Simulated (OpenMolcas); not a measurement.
## Al⁺: multiconfigurational calculation

- system: Al⁺.
- method: state-averaged MS-RASPT2, IPEA shift 0.25, imaginary shift 0.1 hartree, closed shells 2s 2p correlated, active space 2 electrons in the shells 3s 3p 3d; RAS3 3d with at most 2 electrons, basis ANO-R2, X2C scalar Hamiltonian, spin-orbit coupling by RASSI with atomic mean-field integrals (OpenMolcas)

**Output (extracts)**
```
--- CASPT2 ---
Orbital specifications:
      -----------------------

      Symmetry species                           1   2
                                                ag  au
      Frozen orbitals                            1   0
      Inactive orbitals                          1   3
      Active orbitals                            6   3
      Secondary orbitals                        12  16
      Deleted orbitals                           0   0
      Number of basis functions                 20  22
Type of calculation                        MS-CASPT2
      Fock operator                              state-specific
      IPEA shift                                 0.25
      Real shift                                 0.00
      Imaginary shift                            0.10
      The input orbitals will be transformed to quasi-canonical
Reference energy:        -241.7245145741
      E2 (Non-variational):      -0.2060324828
      Shift correction:          -0.0000173047
      E2 (Variational):          -0.2060497875
      Total energy:            -241.9305643615
      Residual norm:              0.0000000200
      Reference weight:           0.98661
      Contributions to the CASPT2 correlation energy
      Active & Virtual Only:         -0.0010041044
      One Inactive Excited:          -0.0138214850
      Two Inactive Excited:          -0.1912068934
Reference energy:        -241.7245145741
      E2 (Non-variational):      -0.2060324803
      Shift correction:          -0.0000173047
      E2 (Variational):          -0.2060497850
      Total energy:            -241.9305643591
      Residual norm:              0.0000000200
      Reference weight:           0.98661
      Contributions to the CASPT2 correlation energy
      Active & Virtual Only:         -0.0010041040
      One Inactive Excited:          -0.0138214829
      Two Inactive Excited:          -0.1912068934
::    CASPT2 Root  1     Total energy:   -241.93056436
::    CASPT2 Root  2     Total energy:   -241.93056436
::    CASPT2 Root  3     Total energy:   -241.93056436
::    MS-CASPT2 Root  1     Total energy:   -241.93056436
::    MS-CASPT2 Root  2     Total energy:   -241.93056436
::    MS-CASPT2 Root  3     Total energy:   -241.93056436
--- CASPT2 ---
Orbital specifications:
      -----------------------

      Symmetry species                           1   2
                                                ag  au
      Frozen orbitals                            1   0
      Inactive orbitals                          1   3
      Active orbitals                            6   3
      Secondary orbitals                        12  16
      Deleted orbitals                           0   0
      Number of basis functions                 20  22
Type of calculation                        MS-CASPT2
      Fock operator                              state-specific
      IPEA shift                                 0.25
      Real shift                                 0.00
      Imaginary shift                            0.10
      The input orbitals will be transformed to quasi-canonical
Reference energy:        -242.1446145698
      E2 (Non-variational):      -0.2115652098
      Shift correction:          -0.0000321703
      E2 (Variational):          -0.2115973801
      Total energy:            -242.3562119500
      Residual norm:              0.0000006964
      Reference weight:           0.98416
      Contributions to the CASPT2 correlation energy
      Active & Virtual Only:         -0.0038939715
      One Inactive Excited:          -0.0165118357
      Two Inactive Excited:          -0.1911594025
Reference energy:        -241.7530636997
      E2 (Non-variational):      -0.2038585076
      Shift correction:          -0.0000403828
      E2 (Variational):          -0.2038988904
      Total energy:            -241.9569625901
      Residual norm:              0.0000001368
      Reference weight:           0.98622
      Contributions to the CASPT2 correlation energy
      Active & Virtual Only:         -0.0009810403
      One Inactive Excited:          -0.0111420556
      Two Inactive Excited:          -0.1917354117
::    CASPT2 Root  1     Total energy:   -242.35621195
::    CASPT2 Root  2     Total energy:   -241.95696259
::    CASPT2 Root  3     Total energy:   -241.95695785
::    CASPT2 Root  4     Total energy:   -241.95695784
::    CASPT2 Root  5     Total energy:   -241.95695784
::    CASPT2 Root  6     Total energy:   -241.95697061
::    CASPT2 Root  7     Total energy:   -241.84922671
::    MS-CASPT2 Root  1     Total energy:   -242.35649129
::    MS-CASPT2 Root  2     Total energy:   -241.95699368
::    MS-CASPT2 Root  3     Total energy:   -241.95697393
::    MS-CASPT2 Root  4     Total energy:   -241.95695919
::    MS-CASPT2 Root  5     Total energy:   -241.95695142
::    MS-CASPT2 Root  6     Total energy:   -241.95692850
::    MS-CASPT2 Root  7     Total energy:   -241.84894738
--- CASPT2 ---
Orbital specifications:
      -----------------------

      Symmetry species                           1   2
                                                ag  au
      Frozen orbitals                            1   0
      Inactive orbitals                          1   3
      Active orbitals                            6   3
      Secondary orbitals                        12  16
      Deleted orbitals                           0   0
      Number of basis functions                 20  22
Type of calculation                        MS-CASPT2
      Fock operator                              state-specific
      IPEA shift                                 0.25
      Real shift                                 0.00
      Imaginary shift                            0.10
      The input orbitals will be transformed to quasi-canonical
Reference energy:        -241.9819829152
      E2 (Non-variational):      -0.2058363585
      Shift correction:          -0.0000166513
      E2 (Variational):          -0.2058530098
      Total energy:            -242.1878359250
      Residual norm:              0.0000009169
      Reference weight:           0.98651
      Contributions to the CASPT2 correlation energy
      Active & Virtual Only:         -0.0010312902
      One Inactive Excited:          -0.0136926013
      Two Inactive Excited:          -0.1911124670
Reference energy:        -241.9819829152
      E2 (Non-variational):      -0.2058363806
      Shift correction:          -0.0000166514
      E2 (Variational):          -0.2058530319
      Total energy:            -242.1878359471
      Residual norm:              0.0000009169
      Reference weight:           0.98651
      Contributions to the CASPT2 correlation energy
      Active & Virtual Only:         -0.0010312897
      One Inactive Excited:          -0.0136926239
      Two Inactive Excited:          -0.1911124670
::    CASPT2 Root  1     Total energy:   -242.18783593
::    CASPT2 Root  2     Total energy:   -242.18783595
::    CASPT2 Root  3     Total energy:   -242.18783587
::    MS-CASPT2 Root  1     Total energy:   -242.18783595
::    MS-CASPT2 Root  2     Total energy:   -242.18783593
::    MS-CASPT2 Root  3     Total energy:   -242.18783587
--- CASPT2 ---
Orbital specifications:
      -----------------------

      Symmetry species                           1   2
                                                ag  au
      Frozen orbitals                            1   0
      Inactive orbitals                          1   3
      Active orbitals                            6   3
      Secondary orbitals                        12  16
      Deleted orbitals                           0   0
      Number of basis functions                 20  22
Type of calculation                        MS-CASPT2
      Fock operator                              state-specific
      IPEA shift                                 0.25
      Real shift                                 0.00
      Imaginary shift                            0.10
      The input orbitals will be transformed to quasi-canonical
Reference energy:        -241.8689794060
      E2 (Non-variational):      -0.2151740161
      Shift correction:          -0.0000876013
      E2 (Variational):          -0.2152616174
      Total energy:            -242.0842410234
      Residual norm:              0.0000005985
      Reference weight:           0.98083
      Contributions to the CASPT2 correlation energy
      Active & Virtual Only:         -0.0065921222
      One Inactive Excited:          -0.0169081765
      Two Inactive Excited:          -0.1916737174
Reference energy:        -241.8689794060
      E2 (Non-variational):      -0.2151740090
      Shift correction:          -0.0000876013
      E2 (Variational):          -0.2152616103
      Total energy:            -242.0842410163
      Residual norm:              0.0000005985
      Reference weight:           0.98083
      Contributions to the CASPT2 correlation energy
      Active & Virtual Only:         -0.0065921222
      One Inactive Excited:          -0.0169081694
      Two Inactive Excited:          -0.1916737174
::    CASPT2 Root  1     Total energy:   -242.08424102
::    CASPT2 Root  2     Total energy:   -242.08424102
::    CASPT2 Root  3     Total energy:   -242.08424101
::    MS-CASPT2 Root  1     Total energy:   -242.08424102
::    MS-CASPT2 Root  2     Total energy:   -242.08424102
::    MS-CASPT2 Root  3     Total energy:   -242.08424101
```

**Spin-orbit levels, grouped by J and assigned**

| Configuration | Level | E (eV) | LS purity (%) | Landé g |
| --- | --- | --- | --- | --- |
| 3s² | ¹S₀ | 0 | 100 | – |
| 3s 3p | ³P°₀ | 4.576 | 100 | – |
| 3s 3p | ³P°₁ | 4.583 | 100 | 1.501 |
| 3s 3p | ³P°₂ | 4.596 | 100 | 1.501 |
| 3s 3p | ¹P°₁ | 7.408 | 100 | 1.000 |
| 3p² | ¹D₂ | 10.87 | 100 | 1.000 |

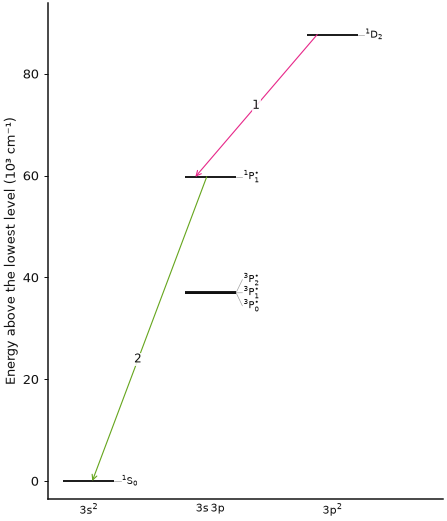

Fig. 1: Levels of Al⁺ with 2 numbered transitions. Rates are at computed energies.

| No. | Upper | Lower | Type | λ (vacuum) | A (s⁻¹) |
| --- | --- | --- | --- | --- | --- |
| 1 | 3p² ¹D₂ | 3s 3p ¹P°₁ | E1 | 358 nm | 2.8×10⁷ |
| 2 | 3s 3p ¹P°₁ | 3s² ¹S₀ | E1 | 167 nm | 1.5×10⁹ |

Line 2 has the largest rate; it falls in the vacuum ultraviolet region.

**Input file**
```
&GATEWAY
Coord
1

Al 0.0 0.0 0.0
Basis=ANO-R2
Group=XYZ
NoMove
AngMom=0.0 0.0 0.0
AMFI
&SEWARD
&RASSCF
FileOrb=start.orb
Symmetry=1
Spin=3
nActEl=2 0 0
Inactive=2 3
Ras2=1 3
CIRoot=3 3 1
SDav=3
CIMx=300
Iter=120 100
PrWF=0.3
OrbListing=Nothing
MaxOrb=0
Atom
>>> COPY $Project.JobIph JOBPRE
&RASSCF
FileOrb=start.orb
Symmetry=1
Spin=3
nActEl=2 0 2
Inactive=2 3
Ras2=1 3
Ras3=5 0
CIRoot=3 3 1
SDav=18
CIMx=300
Iter=120 100
PrWF=0.3
OrbListing=Nothing
MaxOrb=0
Thrs=2.0e-7 1.0e-1 5.0e-4
Atom
>>> COPY $Project.JobIph JOB001
&RASSCF
FileOrb=start.orb
Symmetry=1
Spin=1
nActEl=2 0 2
Inactive=2 3
Ras2=1 3
Ras3=5 0
CIRoot=7 7 1
SDav=27
CIMx=300
Iter=120 100
PrWF=0.3
OrbListing=Nothing
MaxOrb=0
Thrs=2.0e-7 1.0e-1 5.0e-4
Atom
>>> COPY $Project.JobIph JOB002
&RASSCF
FileOrb=start.orb
Symmetry=2
Spin=3
nActEl=2 0 2
Inactive=2 3
Ras2=1 3
Ras3=5 0
CIRoot=3 3 1
SDav=18
CIMx=300
Iter=120 100
PrWF=0.3
OrbListing=Nothing
MaxOrb=0
Thrs=2.0e-7 1.0e-1 5.0e-4
Atom
>>> COPY $Project.JobIph JOB003
&RASSCF
FileOrb=start.orb
Symmetry=2
Spin=1
nActEl=2 0 2
Inactive=2 3
Ras2=1 3
Ras3=5 0
CIRoot=3 3 1
SDav=18
CIMx=300
Iter=120 100
PrWF=0.3
OrbListing=Nothing
MaxOrb=0
Thrs=2.0e-7 1.0e-1 5.0e-4
Atom
>>> COPY $Project.JobIph JOB004
&RASSI
NrOfJobIphs=4 3 7 3 3
1 2 3
1 2 3 4 5 6 7
1 2 3
1 2 3
IphNames
JOB001
JOB002
JOB003
JOB004
EJob
SpinOrbit
DIPRint=1.0
SOCoupling=1000.0
Subsets=2
MEES
Property=10
'ANGMOM' 1 'ANGMOM' 2 'ANGMOM' 3 'MLTPL  1' 1 'MLTPL  1' 2 'MLTPL  1' 3
'AMFI' 1 'AMFI' 2 'AMFI' 3 'MLTPL  2' 6
SOProperty=3
'ANGMOM' 1 'ANGMOM' 2 'ANGMOM' 3
>>> COPY JOB001 $Project.JobIph
&CASPT2
Multistate=3 1 2 3
Frozen=1 0
IPEA=0.25
Imaginary=0.1
MaxIter=60
WThr=0.0 0.3 0.05
PrWF=0.5
NoMix
>>> COPY JOB002 $Project.JobIph
&CASPT2
Multistate=7 1 2 3 4 5 6 7
Frozen=1 0
IPEA=0.25
Imaginary=0.1
MaxIter=60
WThr=0.0 0.3 0.05
PrWF=0.5
NoMix
>>> COPY JOB003 $Project.JobIph
&CASPT2
Multistate=3 1 2 3
Frozen=1 0
IPEA=0.25
Imaginary=0.1
MaxIter=60
WThr=0.0 0.3 0.05
PrWF=0.5
NoMix
>>> COPY JOB004 $Project.JobIph
&CASPT2
Multistate=3 1 2 3
Frozen=1 0
IPEA=0.25
Imaginary=0.1
MaxIter=60
WThr=0.0 0.3 0.05
PrWF=0.5
NoMix
```

The file start.orb holds starting orbitals from an earlier step. A driver script formed the levels outside the program, from RASSI's spin-orbit matrix and the CASPT2 energies (for multi-state variants, the effective Hamiltonian), averaged over the components of each term or state. The log and the time are those of the CASPT2 step.

Command:
```bash
OMP_NUM_THREADS=1 MOLCAS_MEM=1689 MOLCAS_PROJECT=a pymolcas a.inp > a.log  # once for each step of the input, in one work folder
```

**Summary**

| quantity | value |
| --- | --- |
| outcome | converged |
| lowest level | 3s² ¹S₀ |
| first excited level | 3s 3p ³P°₀, 36,912 cm⁻¹ (measured: 37,393) |
| energy of the lowest spin-free term | −242.35649 hartree |
| energy of the lowest spin-orbit level | −242.35649 hartree |
| CASPT2 correlation energy | −0.2119 hartree |
| largest spread among components of a term | 14.3 cm⁻¹ |
| lowest reference weight | 0.970 |
| hardware | 1 CPU thread, shared host |
| wall time | 6.5 s |

**Notes**

To bear in mind: extra active shells serve correlation only, their own levels not computed; only configurations of the active space are included.
